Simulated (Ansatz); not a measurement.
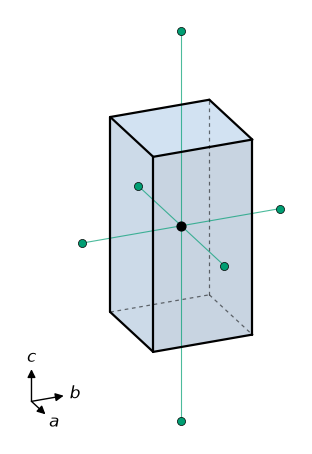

The Wigner–Seitz cell of the crystal's lattice, with lines to the lattice points that define its faces. Crystal: KAs4, coordinates from a relaxation with DFT PBE+D3(BJ), scalar-relativistic, plane waves, PAW (Ansatz); the starting structure was generated, so it need not be a known form of this composition. All values are computed from the atomic coordinates in the standard setting (tolerance 0.002 Å).

a = 3.959 Å, b = 3.959 Å, c = 7.810 Å, α = 90.00°, β = 90.00°, γ = 90.00°; lattice centring P.

What is the cell's combinatorial type?

A parallelepiped: 6 faces (6 with 4 edges), 12 edges, 8 vertices. Its volume is that of the primitive cell, 122.4 Å³.

Which lattice vectors do the faces bisect?

```json
{"example": "a", "length (Å)": "3.96", "faces": "4", "edges of each": "4", "area (Å²)": "30.9"}
{"example": "c", "length (Å)": "7.81", "faces": "2", "edges of each": "4", "area (Å²)": "15.7"}
```
